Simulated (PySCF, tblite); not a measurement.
# C3H6N2SSi: dynamics, then NMR shifts on frames

How do NMR shifts of C3H6N2SSi (`[SiH3]Sc1cnc[nH]1`) change as the atoms move?

The runs use tblite 0.8.0 and PySCF 2.14.0, with density-fitted response routines of our own; the level of theory stands in each step. All values are computed, except where a source is named. Atoms are numbered from 0 throughout.

### Step 1. The starting structure

13 atoms, charge 0, multiplicity 1; geometry from: GFN2-xTB.

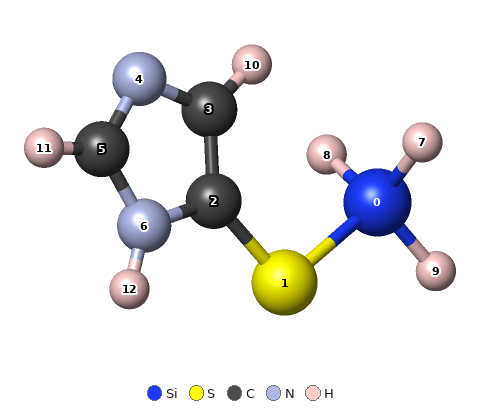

The starting geometry (silicon blue, sulfur yellow, carbon dark grey, nitrogen light blue, hydrogen pink), atoms numbered.

### Step 2. A short Langevin run with GFN2-xTB

What the job is given:

```
{"job": {"kind": "md", "xc": "GFN2-xTB", "basis": "xTB", "temperature": 400, "steps": 2000, "every": 50, "frames": 5}, "charge": 0, "multiplicity": 1}
Si     2.543076     0.600515     0.006858
S      1.198230    -0.674207    -1.090403
C     -0.328514    -0.341604    -0.305440
C     -0.718764     0.480185     0.719644
N     -2.052384     0.347010     0.928632
C     -2.474023    -0.527647     0.061549
N     -1.463900    -0.983474    -0.719873
H      2.509144     0.181670     1.401236
H      2.098073     1.975150    -0.175226
H      3.803072     0.308780    -0.654388
H     -0.127421     1.149661     1.310791
H     -3.488309    -0.857501    -0.035209
H     -1.502669    -1.658050    -1.465900
```

With the program's defaults for keys left out, this is: GFN2-xTB Langevin dynamics, gas phase.

On the command line:

```sh
OMP_NUM_THREADS=1 python probes_run.py task.json out
```

One launch serves the whole session: the jobs run in the order shown.

The program printed:

```text
t/fs     T/K      E/eV
    0.0   333.4   -553.26338
   25.0   245.2   -552.94935
   50.0   293.9   -552.81034
   75.0   264.2   -552.83422
  100.0   159.4   -552.77356
  125.0   251.8   -552.85153
  150.0   336.4   -552.89618
  175.0   258.6   -552.50534
  200.0   570.7   -552.87986
  225.0   413.4   -552.65518
  250.0   377.9   -552.46949
  275.0   518.4   -552.60977
  300.0   463.4   -552.61120
  325.0   365.4   -552.63087
  350.0   394.6   -552.79627
  375.0   338.1   -552.64414
  400.0   414.5   -552.68623
  425.0   379.2   -552.61744
  450.0   369.7   -552.65120
  475.0   495.0   -552.55361
  500.0   500.3   -552.73882
  525.0   302.0   -552.65704
  550.0   316.9   -552.64702
  575.0   304.8   -552.68157
  600.0   245.7   -552.70760
  625.0   428.5   -552.94322
  650.0   338.4   -552.82680
  675.0   430.8   -552.73860
  700.0   413.7   -552.71624
  725.0   455.7   -552.84678
  750.0   336.5   -552.73748
  775.0   259.4   -552.72526
  800.0   300.4   -552.64962
  825.0   364.2   -552.76817
  850.0   284.0   -552.63404
  875.0   335.8   -552.63820
  900.0   400.6   -552.86126
  925.0   356.0   -552.71080
  950.0   399.0   -552.80193
  975.0   396.8   -552.97230
 1000.0   377.6   -552.83130
```

It took 20 s on 1 thread of Arm Neoverse N1, shared host; peak memory 0.18 GiB.

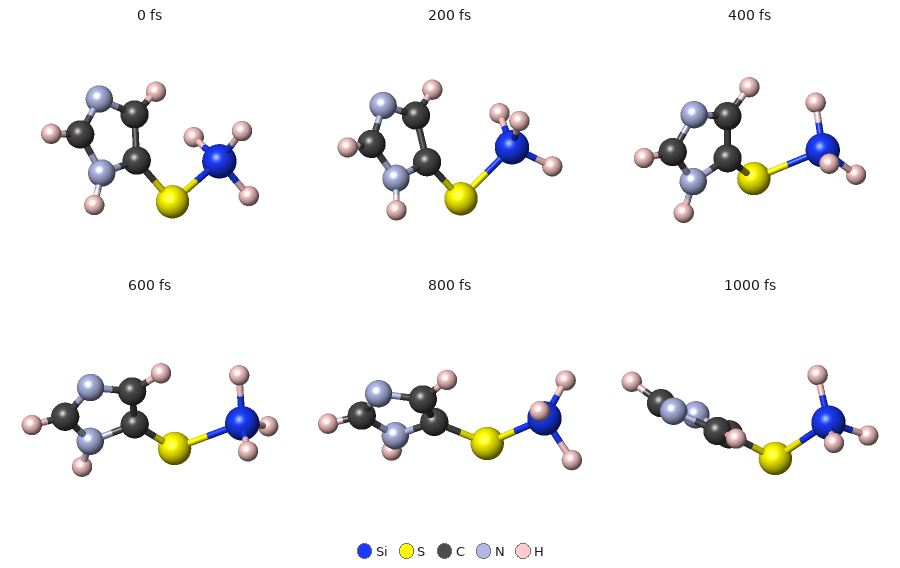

Frames of the run.

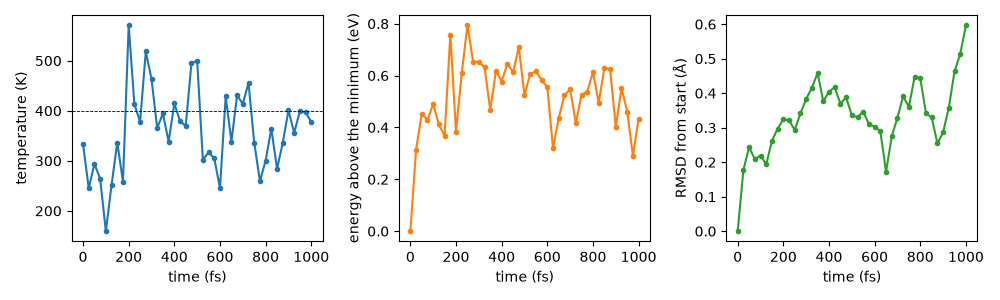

Temperature, potential energy and distance from the start.

Positions (Å) and forces (eV/Å) at 1000 fs:

```xyz
13

Si    1.303   -1.205    1.257    0.752   -0.076   -0.883
S     0.681   -0.507   -0.754   -0.083   -0.338    1.004
C    -1.057   -0.529   -0.432    1.488    0.947   -0.411
C    -1.903   -1.450    0.027   -2.778    0.502   -0.058
N    -3.204   -0.879   -0.069    0.341   -1.872    0.887
C    -3.105    0.314   -0.538    0.694    1.245    0.536
N    -1.771    0.593   -0.707   -0.614    1.141   -0.873
H     1.069   -2.648    1.399   -0.160    0.277   -0.035
H     0.652   -0.353    2.229   -0.128    0.035    0.052
H     2.766   -0.991    1.131   -0.488    0.009    0.120
H    -1.711   -2.407    0.454   -0.244   -0.183   -0.144
H    -3.880    1.143   -0.570    1.079   -1.639   -0.170
H    -1.390    1.438   -1.105    0.141   -0.050   -0.025
```

### Step 3. Nuclear shieldings: 250 fs, PBE0/pcSseg-1

What the job is given:

```
{"job": {"kind": "nmr", "xc": "PBE0", "basis": "pcSseg-1", "pop": false}, "charge": 0, "multiplicity": 1}
Si     2.084700     0.540100     0.730900
S      1.031300    -0.205800    -1.129700
C     -0.507200    -0.430800    -0.288600
C     -0.967200     0.281400     0.713900
N     -2.306200    -0.013000     0.835500
C     -2.653300    -0.917500    -0.106900
N     -1.493900    -1.295800    -0.814100
H      1.674900    -0.257400     1.880100
H      1.572900     1.876200     0.999500
H      3.536000     0.650800     0.620100
H     -0.530600     1.004900     1.431600
H     -3.647200    -1.365400    -0.306600
H     -1.481600    -1.821400    -1.654400
```

With the program's defaults for keys left out, this is: GIAO PBE0/pcSseg-1 NMR shielding, non-relativistic, gas phase.

The program printed:

```text
coarse grid: 12352 points
cycle   1  E = -914.4261546166  dE =  1.046e+00  |g| = 4.221e-01  |ddm| = 3.510e+00
cycle   2  E = -914.3337910818  dE =  9.236e-02  |g| = 7.678e-01  |ddm| = 1.187e+00
cycle   3  E = -914.4733654203  dE = -1.396e-01  |g| = 1.000e-01  |ddm| = 7.336e-01
cycle   4  E = -914.4752997847  dE = -1.934e-03  |g| = 4.226e-02  |ddm| = 1.375e-01
cycle   5  E = -914.4757099113  dE = -4.101e-04  |g| = 1.040e-02  |ddm| = 5.133e-02
cycle   6  E = -914.4757290493  dE = -1.914e-05  |g| = 4.641e-03  |ddm| = 1.058e-02
cycle   7  E = -914.4757337127  dE = -4.663e-06  |g| = 8.173e-04  |ddm| = 3.955e-03
final grid: 111512 points
cycle   8  E = -914.5156687255  dE = -2.192e-05  |g| = 6.515e-03  |ddm| = 2.646e-02
cycle   9  E = -914.5156621826  dE =  6.543e-06  |g| = 8.188e-03  |ddm| = 1.589e-02
cycle  10  E = -914.5156790306  dE = -1.685e-05  |g| = 5.182e-04  |ddm| = 9.706e-03
cycle  11  E = -914.5156790789  dE = -4.824e-08  |g| = 3.154e-04  |ddm| = 7.611e-04
cycle  12  E = -914.5156790995  dE = -2.061e-08  |g| = 7.139e-05  |ddm| = 2.834e-04
cycle  13  E = -914.5156791004  dE = -9.682e-10  |g| = 3.285e-05  |ddm| = 8.664e-05
cycle  14  E = -914.5156791007  dE = -2.387e-10  |g| = 8.053e-06  |ddm| = 3.634e-05
converged SCF energy = -914.5156791007

GIAO shielding tensors (ppm)
atom      isotropic    diamagn.    paramagn.     s11        s22        s33       span
  0 Si     385.880     878.765    -492.885    328.903    368.887    459.850    130.947
  1 S      631.145    1057.540    -426.396    428.611    601.835    862.988    434.376
  2 C       63.247     261.431    -198.184      2.991     62.351    124.399    121.407
  3 C       54.978     253.078    -198.100    -30.883     61.508    134.309    165.192
  4 N      -80.146     328.443    -408.589   -331.949   -119.124    210.636    542.585
  5 C       34.428     253.617    -219.189    -50.005     40.500    112.789    162.794
  6 N       68.734     327.189    -258.455    -40.708    110.421    136.488    177.196
  7 H       27.067      29.578      -2.511     23.971     25.413     31.816      7.845
  8 H       26.682      30.014      -3.332     22.996     25.085     31.966      8.970
  9 H       26.818      28.116      -1.298     23.238     24.363     32.852      9.615
 10 H       23.291      31.632      -8.341     18.682     22.993     28.197      9.516
 11 H       23.059      26.971      -3.913     20.195     22.827     26.154      5.959
 12 H       23.523      34.023     -10.500     18.788     24.797     26.985      8.197
```

It took 37 s on 1 thread of Arm Neoverse N1, shared host; peak memory 0.76 GiB.

The references, computed at this level on geometries of the same kind, shield at (ppm): 1H TMS 31.72, 13C TMS 186.9, 29Si TMS 349.2, 15N NH3 267.7, 33S CS2 504. Their shielding less the atom's gives the shift. The references are single molecules in the gas phase, so shifts against H2O, NH3, PH3, H3PO4 or CFCl3 are not on the usual liquid scales and can be off by tens of ppm. Each atom is listed at this fixed geometry, with no averaging over motion; a spectrum would average atoms that exchange fast.

```
atoms                                              environment  σ (ppm)  δ (ppm)
   C5                 aromatic CH between two ring heteroatoms     34.4    152.5
   C3                      aromatic CH next to a ring nitrogen     55.0    131.9
   C2                           aromatic carbon bearing sulfur     63.2    123.7
  H11  hydrogen on an aromatic CH between two ring heteroatoms    23.06     8.66
  H10       hydrogen on an aromatic CH next to a ring nitrogen    23.29     8.43
  H12                 hydrogen on a pyrrole-type ring nitrogen    23.52     8.19
   H8                        hydrogen on a silicon bonded to S    26.68     5.03
   H9                        hydrogen on a silicon bonded to S    26.82     4.90
   H7                        hydrogen on a silicon bonded to S    27.07     4.65
  Si0                                 silicon bonded to S, 3 H    385.9    -36.7
   S1                                   sulfur bonded to C, Si      631     -127
   N4                       pyridine-type nitrogen of an azole    -80.1    347.9
   N6                               pyrrole-type ring nitrogen     68.7    199.0
```

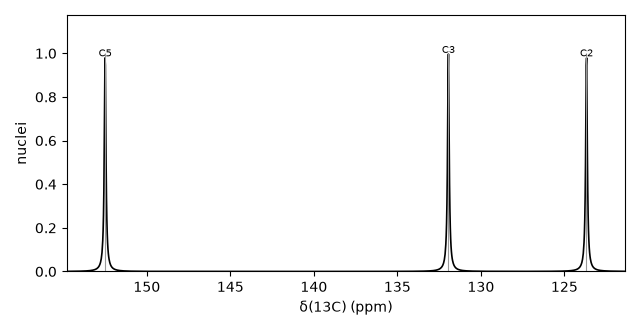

13C lines at the computed shifts, without couplings. Lines are broadened to a width of 0.12 ppm (Lorentzian).

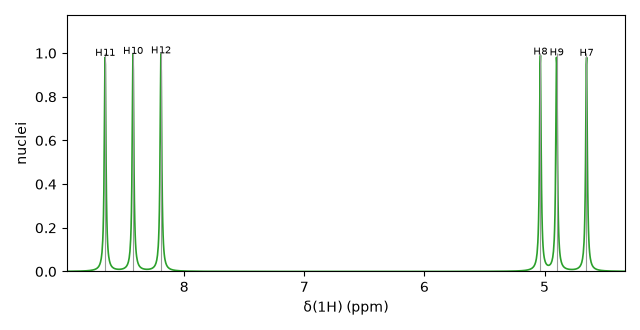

1H lines at the computed shifts, without couplings. Lines are broadened to a width of 0.02 ppm (Lorentzian).

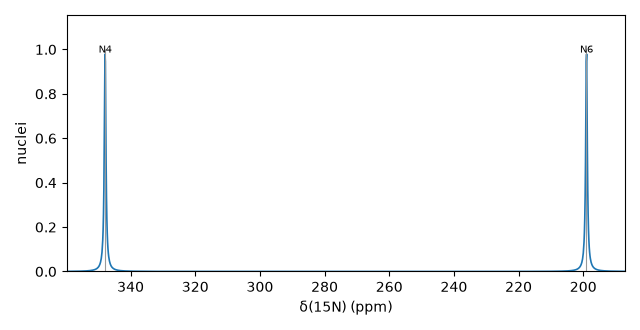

15N lines at the computed shifts, without couplings. Lines are broadened to a width of 0.60 ppm (Lorentzian).

Ring of atoms C2, C3, N4, C5, N6: NICS(0) -12.4, NICS(1) -10.6, NICS(1)zz -26.6 ppm (means of both faces).

The fields below are evaluated on a grid from the run's orbitals.

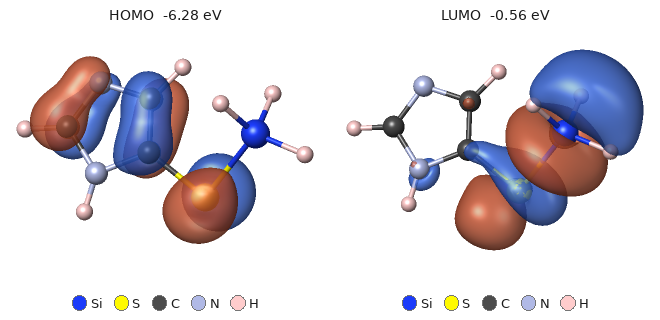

PBE0/pcSseg-1 orbitals near the gap, drawn at the value that encloses 70 % of each; the two colours are the two signs.

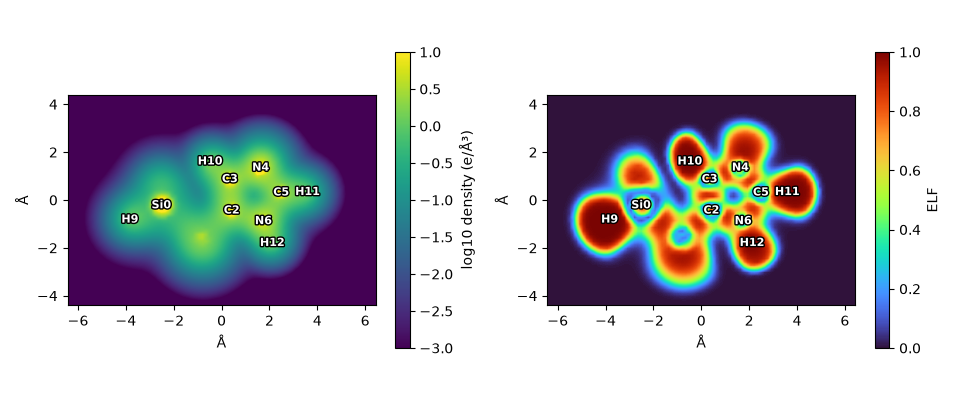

Density (left) and ELF (right) in a plane through or near 10 of the atoms.

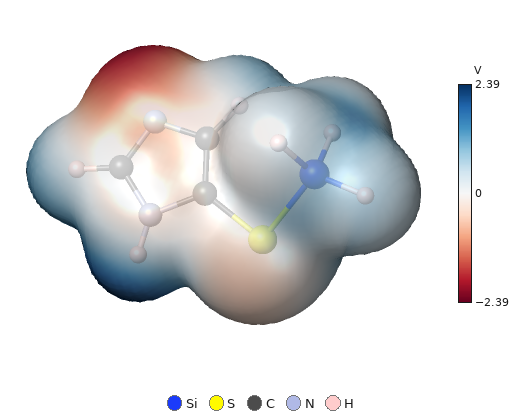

Electrostatic potential on the surface of density 0.002 e/bohr³; red is low, blue high. It runs from -2.00 V near N4 to 2.39 V near H12.

### Step 4. Shielding tensors: 425 fs, PBE0/pcSseg-1

What the job is given:

```
{"job": {"kind": "nmr", "xc": "PBE0", "basis": "pcSseg-1", "pop": false}, "charge": 0, "multiplicity": 1}
Si     2.033600    -0.167100     0.947100
S      0.789800     0.197600    -0.621500
C     -0.800300    -0.288100     0.005900
C     -1.418700    -0.318900     1.187900
N     -2.651500    -0.807400     1.169000
C     -2.868600    -1.136600    -0.059100
N     -1.735200    -0.821400    -0.799900
H      2.076200    -1.636000     1.232400
H      1.833500     0.428400     2.249100
H      3.309100     0.497800     0.347700
H     -0.907600    -0.046700     2.072400
H     -3.744600    -1.635500    -0.446200
H     -1.759700    -0.907600    -1.808200
```

Method: GIAO PBE0/pcSseg-1 NMR shielding, non-relativistic, gas phase.

The program printed:

```text
coarse grid: 12352 points
cycle   1  E = -914.4377268934  dE =  1.430e+00  |g| = 4.164e-01  |ddm| = 3.544e+00
cycle   2  E = -914.3691398853  dE =  6.859e-02  |g| = 6.932e-01  |ddm| = 1.193e+00
cycle   3  E = -914.4825540319  dE = -1.134e-01  |g| = 9.257e-02  |ddm| = 7.434e-01
cycle   4  E = -914.4840497776  dE = -1.496e-03  |g| = 4.168e-02  |ddm| = 1.093e-01
cycle   5  E = -914.4844036899  dE = -3.539e-04  |g| = 1.254e-02  |ddm| = 4.645e-02
cycle   6  E = -914.4844359789  dE = -3.229e-05  |g| = 4.039e-03  |ddm| = 1.380e-02
cycle   7  E = -914.4844395619  dE = -3.583e-06  |g| = 1.140e-03  |ddm| = 4.287e-03
final grid: 111512 points
cycle   8  E = -914.5238483647  dE = -2.524e-05  |g| = 8.274e-03  |ddm| = 3.025e-02
cycle   9  E = -914.5238372169  dE =  1.115e-05  |g| = 1.075e-02  |ddm| = 1.884e-02
cycle  10  E = -914.5238644336  dE = -2.722e-05  |g| = 7.279e-04  |ddm| = 1.098e-02
cycle  11  E = -914.5238645213  dE = -8.765e-08  |g| = 3.911e-04  |ddm| = 9.488e-04
cycle  12  E = -914.5238645544  dE = -3.309e-08  |g| = 9.511e-05  |ddm| = 3.993e-04
cycle  13  E = -914.5238645560  dE = -1.600e-09  |g| = 3.669e-05  |ddm| = 9.612e-05
cycle  14  E = -914.5238645563  dE = -3.236e-10  |g| = 6.666e-06  |ddm| = 4.337e-05
converged SCF energy = -914.5238645563

GIAO shielding tensors (ppm)
atom      isotropic    diamagn.    paramagn.     s11        s22        s33       span
  0 Si     415.111     879.026    -463.915    349.351    414.808    481.172    131.821
  1 S      679.095    1058.751    -379.656    457.228    629.660    950.397    493.168
  2 C       72.015     257.787    -185.772     -1.972     81.348    136.670    138.642
  3 C       60.927     256.733    -195.806    -10.108     61.848    131.043    141.151
  4 N      -30.601     332.587    -363.187   -259.854    -94.110    262.162    522.015
  5 C       44.919     254.632    -209.713    -26.765     52.961    108.561    135.326
  6 N       76.195     324.482    -248.287    -29.529    106.980    151.134    180.663
  7 H       26.455      28.058      -1.603     22.174     24.722     32.470     10.296
  8 H       26.841      29.311      -2.470     23.035     25.022     32.468      9.433
  9 H       25.815      26.868      -1.054     22.163     23.616     31.665      9.502
 10 H       25.636      33.997      -8.361     20.997     25.686     30.225      9.228
 11 H       23.886      27.961      -4.075     20.317     24.086     27.254      6.937
 12 H       23.829      32.800      -8.971     18.185     25.073     28.229     10.044
```

It took 28 s on 1 thread of Arm Neoverse N1, shared host; peak memory 0.77 GiB.

This run: δ C5 142.0, C3 126.0, C2 114.9, Si0 -66.0, H12 7.89, H11 7.83 ppm.

(Part 1 of 2 ends here.)
